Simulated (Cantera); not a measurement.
A closed system holds: 1 mol C3H6, a varied amount of H2, at 848.15 K and 9.80 bar.

Equilibrium computed with Cantera from the NASA thermochemical tables; the gas is ideal and each condensed phase is pure. Candidate condensed phases: C, C6H6, C7H8, C8H18; 76 gas species. Rates play no part.

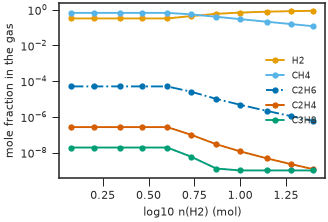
Figure. Equilibrium gas composition (values under 1e-9 drawn at 1e-9)

### Question
Read off the mole fractions at 14 mol H2.

### Answer
H2 about 0.79, CH4 about 0.21, C2H6 about 2.2e-6.
